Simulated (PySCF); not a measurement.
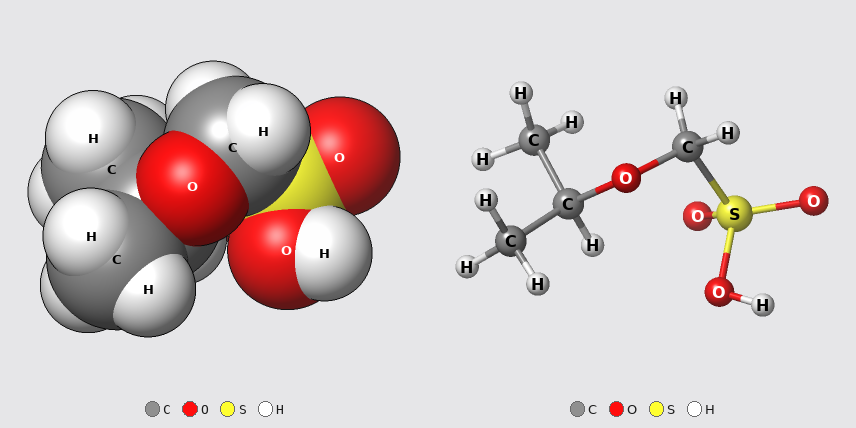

Two views of one molecule.

The geometry was computed by an optimisation with GFN2-xTB. No frequency run is at hand to confirm it as a minimum.

> Count the atoms of each element.

C₄H₁₀O₄S, 19 atoms: 4 carbon, 10 hydrogen, 4 oxygen and 1 sulfur.

> Give the symmetry (Schoenflies symbol).

C1.

> Name some functional groups or characteristic bonds that it holds.

Among them: ether.

> How many bonds of each kind are drawn?

9 C–H, 3 O–S, 2 C–C, 2 C–O, 1 C–S, 1 O–H.

The parts below concern this one geometry. Atoms keep their numbers from picture to picture.

**Charges**

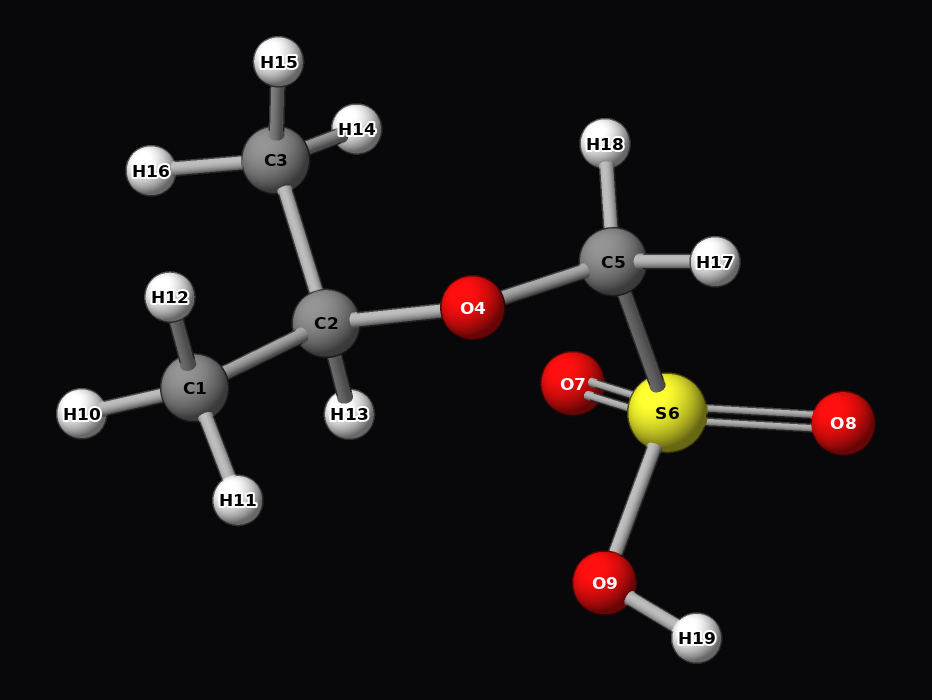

The questions are on Hirshfeld charges. No frequency run is at hand to confirm it as a minimum. Level of theory: PBE0/pcSseg-1, gas phase (PySCF 2.14.0).

> Which atom carries the highest charge (most positive or least negative)?

S6 (0.55 e).

> And the lowest?

O8 (−0.32 e).

List the Hirshfeld charges.

```json
{"atom": "C1", "value (e)": "−0.12"}
{"atom": "C2", "value (e)": "0.05"}
{"atom": "C3", "value (e)": "−0.13"}
{"atom": "O4", "value (e)": "−0.13"}
{"atom": "C5", "value (e)": "0.00"}
{"atom": "S6", "value (e)": "0.55"}
{"atom": "O7", "value (e)": "−0.29"}
{"atom": "O8", "value (e)": "−0.32"}
{"atom": "O9", "value (e)": "−0.20"}
{"atom": "H10", "value (e)": "0.05"}
{"atom": "H11", "value (e)": "0.04"}
{"atom": "H12", "value (e)": "0.04"}
{"atom": "H13", "value (e)": "0.02"}
{"atom": "H14", "value (e)": "0.04"}
{"atom": "H15", "value (e)": "0.04"}
{"atom": "H16", "value (e)": "0.05"}
{"atom": "H17", "value (e)": "0.06"}
{"atom": "H18", "value (e)": "0.06"}
{"atom": "H19", "value (e)": "0.19"}
```

**Dipole moment**

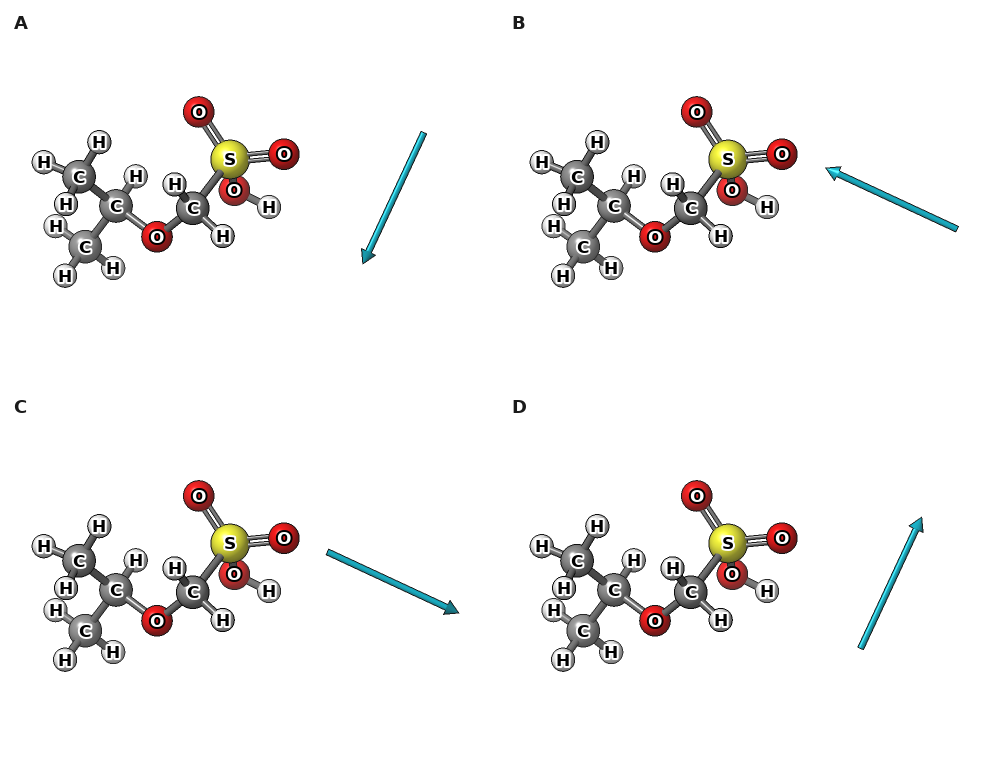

The same molecule four times, each with an arrow. No frequency run is at hand to confirm it as a minimum. Properties computed with PBE0/pcSseg-1, gas phase (PySCF 2.14.0).

> Which arrow points along the dipole moment, from the negative to the positive end?

A. The dipole moment is 3.02 D.

**Quadrupole coupling**

No frequency run is at hand to confirm it as a minimum. Electric field gradients from the ground-state density, PBE0/pcSseg-1 (PySCF 2.14.0), non-relativistic apart from any core potentials.

Give the largest field-gradient component, the quadrupole coupling constant and the asymmetry for 17O at O4 (Q = −25.6 mb), 33S at S6 (Q = −67.81 mb), 17O at O7 (Q = −25.6 mb), 17O at O8 (Q = −25.6 mb), 17O at O9 (Q = −25.6 mb).

| atom | V_zz (a.u.) | e²qQ/h (MHz) | η |
| --- | --- | --- | --- |
| O4 | 1.973 | −11.87 | 0.93 |
| S6 | 1.043 | −16.61 | 0.05 |
| O7 | 1.292 | −7.77 | 0.19 |
| O8 | 1.285 | −7.73 | 0.18 |
| O9 | 1.727 | −10.39 | 0.87 |

**NMR shielding**

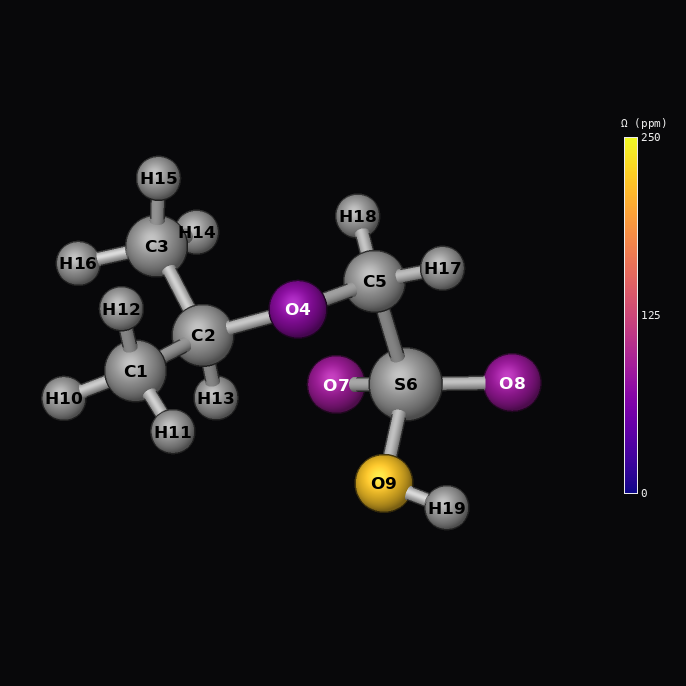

The O atoms are coloured by the span of their shielding tensor. No frequency run is at hand to confirm it as a minimum. Level of theory: GIAO PBE0/pcSseg-1 NMR shielding, non-relativistic, gas phase (PySCF 2.14.0). Principal shieldings σ11 ≤ σ22 ≤ σ33, span Ω = σ33 − σ11, skew κ = 3(σiso − σ22)/Ω.

> Which O atom has the most anisotropic shielding?

O9, with a span of 220 ppm.

Give the shielding tensors of the O atoms.

| atom | σ11 | σ22 | σ33 | σiso | Ω | κ |
| --- | --- | --- | --- | --- | --- | --- |
| O4 | 222.7 | 252.4 | 296.4 | 257.2 | 73.7 | 0.19 |
| O7 | 41.8 | 101.1 | 128.8 | 90.6 | 87.0 | −0.36 |
| O8 | 66.2 | 76.0 | 151.0 | 97.7 | 84.8 | 0.77 |
| O9 | 59.8 | 89.2 | 279.8 | 142.9 | 220.0 | 0.73 |

Shieldings and span in ppm.
